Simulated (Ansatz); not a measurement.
# wB97M-V/def2-TZVPPD run of HBS (hydrogen boron sulfide)

What is the electronic atomisation energy of HBS (hydrogen boron sulfide) at wB97M-V/def2-TZVPPD? 

The results are computed with Ansatz 0.2.0.

56 further runs of the same task are left out: 3 that didn't finish, 53 set aside as unsound or not needed.

### Step 1. Starting point

The species is HBS (3 atoms), meant as a singlet with charge 0. As SMILES, `B=S`. Geometry: relaxed at PBE0-D4/def2-TZVP.

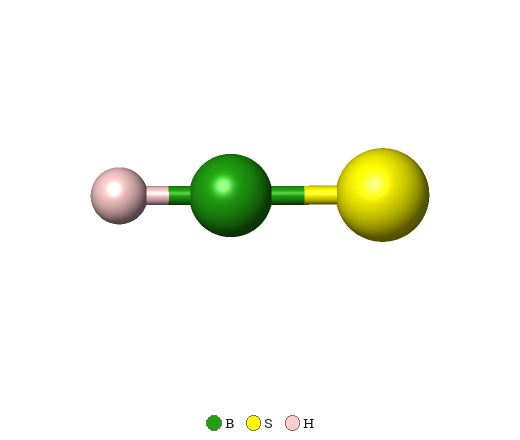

Viewed from a chosen angle; boron green, sulfur yellow, hydrogen pink.

### Step 2. The energy at wB97M-V/def2-TZVPPD

File run.yaml:

```yaml
crystal:
  periodic: [false, false, false]
  atoms:
    - {symbol: B, position_ang: [-0.038660, -0.014560, 0.134750]}
    - {symbol: S, position_ang: [0.399170, 0.147640, -1.393290]}
    - {symbol: H, position_ang: [-0.360510, -0.133080, 1.258530]}
basis:
  gaussian: {orbitals: def2-TZVPPD.json}
hamiltonian: {xc: {name: wB97M-V}}
accuracy: high
output: {orbitals: {seedname: orbitals}}
```

The basis set def2-TZVPPD is read from a file made from the Basis Set Exchange's data (not shown).

Run with:

```sh
ansatz run run.yaml --threads 1 --pin off --max-ram 3480MiB --events-out events.jsonl --progress --plain --runs-dir runs
```

Output:

```text
Warning: RAYON_NUM_THREADS=1 ignored (pool sized by the plan → 1); use --threads N
Functional definition: wB97M-V
  name "wB97M-V"
  parameter omega = 0.3/bohr
  parameter cx = 0.15
  parameter cx01 = 1.007
  parameter cx10 = 0.259
  parameter css00 = 0.443
  parameter css04 = -1.437
  parameter css10 = -4.535
  parameter css20 = -3.390
  parameter css43 = 4.278
  parameter cos00 = 1.000
  parameter cos10 = 1.358
  parameter cos20 = 2.924
  parameter cos21 = -8.812
  parameter cos60 = -1.390
  parameter cos61 = 9.142
  parameter b = 6.0
  parameter c = 0.01
  gx(w, u) = 1 - cx + cx01*u + cx10*w
  gss(w, u) = css00 + css04*u^4 + css10*w + css20*w^2 + css43*w^4*u^3
  gos(w, u) = cos00 + cos10*w + (cos20 + cos21*u)*w^2 + (cos60 + cos61*u)*w^6
  exchange = spin_sum(e_x_unif_sr(omega)*gx(b97_w, b97_u_x)) + cx*exact_x_sr(omega) + exact_x_lr(omega)
  correlation = spin_sum(e_c_pw_mod_same_spin*gss(b97_w, b97_u_same))
      + integral(e_c_pw_mod_opposite_spin*gos(b97_w_opposite, b97_u_opposite)) + vv10(b, c)
1398 factors; integrals over basis functions are off by at most 4.0e-9 eV
329 factors; integrals over basis functions are off by at most 1.8e-9 eV
mean field evaluation 1: about -11527.0802 eV, gradient 1.5e1 eV
mean field evaluation 2: about -11527.4337 eV, gradient 1.2e1 eV
mean field evaluation 4: about -11527.7383 eV, gradient 9.5e-1 eV
mean field evaluation 8: about -11527.7435 eV, gradient 4.3e-2 eV
mean field evaluation 16: about -11527.7436 eV, gradient 4.4e-6 eV
mean field -11527.74355150 eV, -423.6367617325 hartree, gradient 2.9e-8 eV, S^2 0.000000; 0 other end points of the search recorded, 0 dependent functions left out
reference -11527.74355702 eV, -423.6367619352 hartree; 11, 11 occupied and 94, 94 virtual orbitals, 1398 factors
Total energy: -11527.74355702 eV, -423.6367619352 hartree
```

It took 25 s on 1 thread of Arm Neoverse V1, shared host; peak memory 0.36 GiB.

### Step 3. The B atom, same level

File in.yaml:

```yaml
crystal:
  periodic: [false, false, false]
  atoms:
    - symbol: B
      position_ang: [0.000000, 0.000000, 0.000000]
basis:
  gaussian:
    orbitals: def2-TZVPPD.json
magnetization:
  spin_polarized: true
  initial_magnetization: 1
hamiltonian:
  xc: {name: wB97M-V}
accuracy: high
```

The basis set def2-TZVPPD is read from a file made from the Basis Set Exchange's data (not shown).

Run the same way, it converges to -24.64968 Eh (log not shown).

### Step 4. The H atom, same level

File in.yaml:

```yaml
crystal:
  periodic: [false, false, false]
  atoms:
    - {symbol: H, position_ang: [0.000000, 0.000000, 0.000000]}
basis:
  gaussian:
    orbitals: def2-TZVPPD.json
hamiltonian:
  xc: {name: wB97M-V}
magnetization:
  spin_polarized: true
  initial_magnetization: 1
accuracy: high
```

The basis set def2-TZVPPD is read from a file made from the Basis Set Exchange's data (not shown).

Run the same way, it converges to -0.49411 Eh (log not shown).

### Step 5. The S atom

File in.yaml:

```yaml
crystal:
  periodic: [false, false, false]
  atoms:
    - symbol: S
      position_ang: [0.000000, 0.000000, 0.000000]
basis:
  gaussian:
    orbitals: def2-TZVPPD.json
total_charge: 0
magnetization:
  spin_polarized: true
  initial_magnetization: 2
hamiltonian:
  xc: {name: wB97M-V}
accuracy: high
```

The basis set def2-TZVPPD is read from a file made from the Basis Set Exchange's data (not shown).

Run the same way, it converges to -398.09153 Eh (log not shown).

### Step 6. Results

Level: wB97M-V/def2-TZVPPD.

| quantity | value |
| --- | --- |
| molecule: total energy | -423.63676 Eh |
| molecule: HOMO energy | -10.69 eV |
| molecule: LUMO energy | 0.62 eV |
| molecule: HOMO–LUMO gap | 11.31 eV |
| B atom: total energy | -24.64968 Eh |
| B atom: ⟨S²⟩ | 0.751 |
| H atom: total energy | -0.49411 Eh |
| H atom: ⟨S²⟩ | 0.750 |
| S atom: total energy | -398.09153 Eh |
| S atom: ⟨S²⟩ | 2.003 |
| electronic atomisation energy | 10.924 eV |

What this shows: Taking the molecule apart into free atoms costs 10.92 eV (1054 kJ/mol), before zero-point energy and without spin-orbit coupling.
